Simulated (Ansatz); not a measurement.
# GaP, pressure series

The parent structure is GaP in the zinc blende structure (space group F-43m, No. 216; a = 5.506 Å).

Cell and atoms are relaxed at each pressure.

The values are results of DFT with PBE, PAW potentials and a 420 eV plane-wave cutoff in Ansatz (an electronic-structure program), no spin-orbit coupling, not measurements.

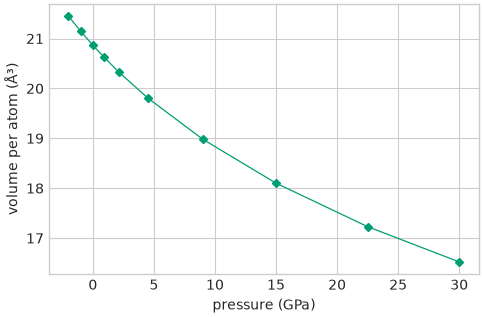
Volume per atom against pressure

Question: From the plot, what is the volume per atom for pressure −1 GPa?

Answer: About 21.1 Å³.

Question: Is the trend monotonic over the range shown?

Answer: Yes, it falls throughout, spanning 16.52 Å³ to 21.45 Å³.

Load acts through the strain it causes; cell and atoms are relaxed under it. No phonon test of stability was made. Measured, GaP leaves this structure (for a Cmcm phase) near 26 GPa (temperature not stated; as listed in Datta, Sujoy, Jana, Debnarayan, arXiv (2020)).
